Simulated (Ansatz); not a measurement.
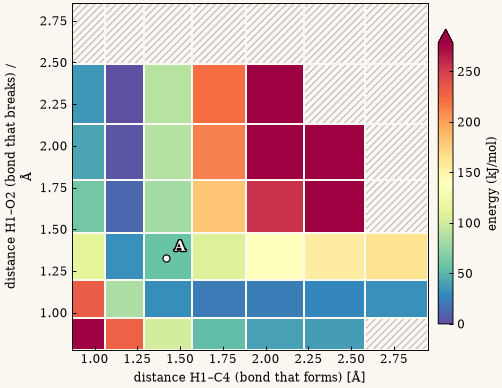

The reacting system C₂H₇O (fragments CH₄O + CH₃ where the first distance is long, CH₄ + CH₃O where the second is long), spin multiplicity 2. Coordinates scanned: (1) distance H1–C4 (bond that forms); (2) distance H1–O2 (bond that breaks). Relaxed at each point: all other coordinates. The grid has 7 × 7 points. At 12 points there is no value. Points are written as (first, second). All energies are given in kJ/mol relative to the lowest grid point. The calculation used UKS r2SCAN-D4/def2-SVP (Ansatz 0.2.0).

Drawn: one coloured cell a grid point, one colour for all values above the top of the scale, hatched blanks where no value was computed, the point A.

Question: Is A at rest? If not, where is it pushed?

Answer: A, at (1.419 Å, 1.329 Å), is not a stationary point. The computed force is 179 kJ/mol for each Å towards smaller values of the first coordinate and 121 kJ/mol for each Å towards smaller values of the second coordinate.
